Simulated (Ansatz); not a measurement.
A series of calculations on GeCl$_{2}$F$_{3}$

## 1. Relaxation

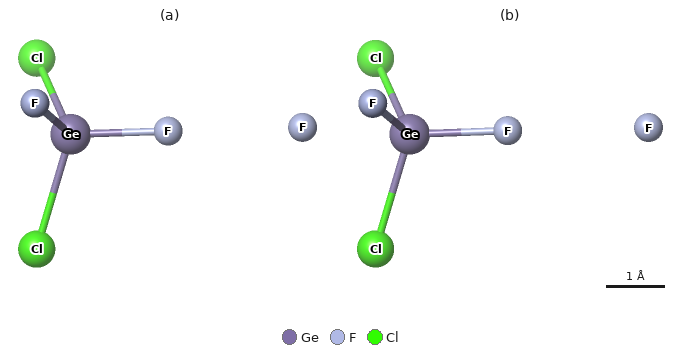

The structure of GeCl₂F₃ (multiplicity 2) before (left) and after (right) a relaxation, at one scale.

The picture is a ball-and-stick view, seen from a free direction.

The run prepares an end point of a later path (reaction) calculation, from a guessed geometry.

Theory: UKS PBE0/def2-SVP in Ansatz.

The input:
```yaml
crystal:
  periodic: [false, false, false]
  atoms:
    - { symbol: Ge, position_ang: [-0.058938, 0.0, -0.108943] }
    - { symbol: F, position_ang: [-0.013924, 0.0, 1.589567] }
    - { symbol: F, position_ang: [1.573747, 0.0, -0.616349] }
    - { symbol: Cl, position_ang: [-1.00968, 1.761272, -0.767067] }
    - { symbol: Cl, position_ang: [-1.00968, -1.761272, -0.767067] }
    - { symbol: F, position_ang: [0.011475, 0.0, 3.931859] }
magnetization:
  spin_polarized: true
  initial_magnetization: 1
basis:
  gaussian: { orbitals: def2-SVP }
hamiltonian:
  xc: pbe0
relax:
  f_tol: 0.03
  max_steps: 50
output:
  orbitals: {}
```

Command:
```bash
ansatz run input.yaml --threads 4 --pin off --max-ram 5120MiB --backend cpu --events-out ev --progress --plain --runs-dir out
```

### What changed between the two?

The atom that moves furthest after the best rigid fit is F6 (0.10 Å). By element the largest moves are F 0.10 Å, Cl 0.02 Å, Ge 0.02 Å. Near-neighbour distances that change, for instance: Ge1–F2 1.699 → 1.713 Å. After 3 geometry steps the energy has fallen by 0.008 eV. Largest force component: 0.47 eV/Å at the start, 0.019 eV/Å at the end. The run took 50 s on 4 threads of Arm Neoverse V2 (shared host), peak memory 0.52 GiB.

Limits of the set-up: the start holds two separate molecules, 2.3 Å apart at their closest, whose relative position is a soft coordinate and is computed without a dispersion correction.

## 2. Relaxation

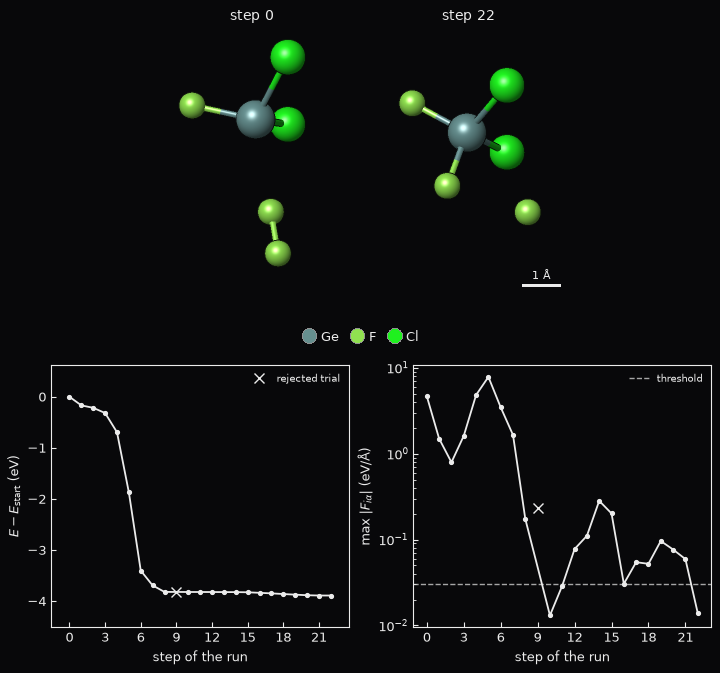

First and last geometry of a relaxation of GeCl2F3 (multiplicity 2), with the history of the run. The picture is a ball-and-stick view, seen from a free direction.

The run prepares an end point of a later path (reaction) calculation, from a guessed geometry.

All numbers below come from UKS PBE0/def2-SVP (Ansatz 0.2.0). (collinear spin; force threshold 0.03 eV/Å; at most 50 steps)

Q: Read the history and describe the run.

A: It converged. The energy falls by 3.890 eV in 21 accepted moves (22 points after the start). The largest force component goes from 4.6 to 0.014 eV/Å. The line search rejected the trial step at point 9 of the run. The forces were under the threshold at step 10, but the run went on from there. The largest move after the best rigid fit is that of an F atom, 1.56 Å. By element the largest moves are F 1.56 Å, Cl 0.87 Å, Ge 0.43 Å. Some distances before and after: F–Ge 2.883 → 1.722 Å, F–F 1.296 → 2.288 Å, Cl–Ge 2.158 → 2.105 Å, F–Ge 1.736 → 1.711 Å. New bonds form, among them: F–Ge (2.88 → 1.72 Å). Bonds break, among them: F–F (1.30 → 2.29 Å). Among the angles between lasting bonds that change: Cl–Ge–Cl 110.4° → 113.9°, F–Ge–Cl 106.7° → 108.9°. Cost: 2.6 min on 4 threads of Arm Neoverse V2, with other jobs on the host, peak memory 0.51 GiB.

```csv
step,"E − E(0), eV","largest force component, eV/Å",note
0,0.0000,4.6445,
1,-0.1681,1.4925,
2,-0.2158,0.7927,
3,-0.3177,1.6122,
4,-0.6932,4.8135,
5,-1.8710,7.8151,
6,-3.4021,3.4579,
7,-3.6915,1.6477,
8,-3.8190,0.1728,
9,-3.8182,0.2305,rejected
10,-3.8205,0.0131,
11,-3.8208,0.0291,
12,-3.8214,0.0776,
13,-3.8222,0.1106,
14,-3.8230,0.2822,
15,-3.8261,0.2015,
16,-3.8366,0.0306,
17,-3.8475,0.0545,
18,-3.8602,0.0522,
19,-3.8728,0.0962,
20,-3.8839,0.0766,
21,-3.8895,0.0593,
22,-3.8898,0.0140,
```

Limits of the set-up: the start holds two separate molecules, 2.9 Å apart at their closest, whose relative position is a soft coordinate and is computed without a dispersion correction.

## 3. Path

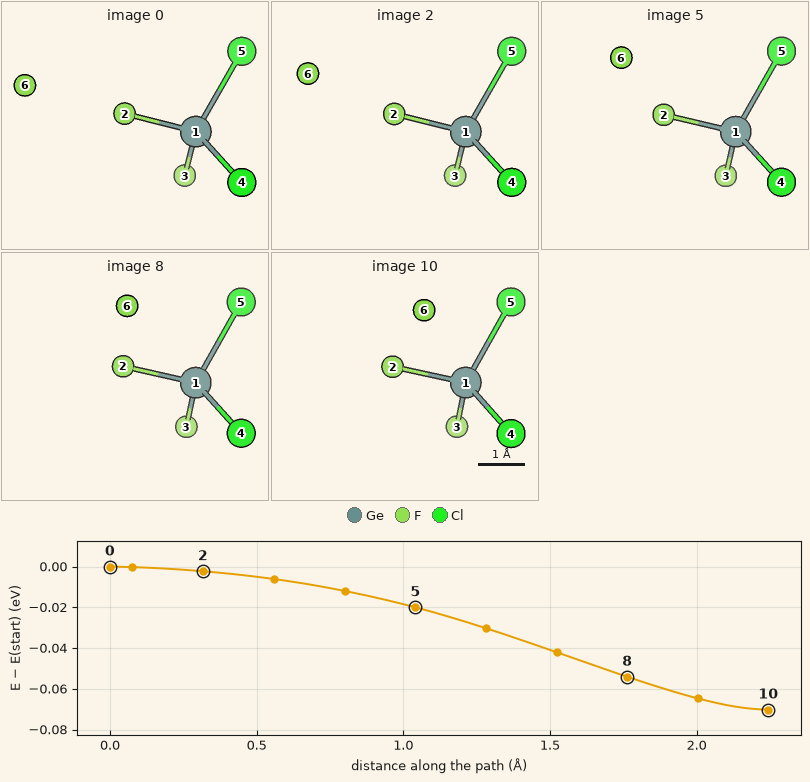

A search for the minimum-energy path of GeCl2F3 (multiplicity 2), made up at the start of GeCl$_{2}$F$_{2}$ and F by the nudged elastic band. Images are numbered from 0 (start) to 10 (end). A ball-and-stick model, seen at a tilt.

The calculation used UKS PBE0/def2-SVP in Ansatz 0.2.0. Run with 9 movable images; climbing image; force threshold 0.05 eV/Å; iteration limit 28; starting path through a guess of the saddle point.

What happens along the path, and what is the barrier?

Answer. No bond forms or breaks between the ends. No barrier shows: the energy is highest at the start, and the end lies 0.070 eV below the start. The band converged in 12 iterations. The largest component of the band force went from 11 to 0.03 eV/Å.

Limits of the set-up: the start holds two separate molecules, 2.5 Å apart at their closest, whose relative position is a soft coordinate and is computed without a dispersion correction.

The run took 13 min on 4 threads of Arm Neoverse V2 (shared host), peak memory 0.54 GiB.
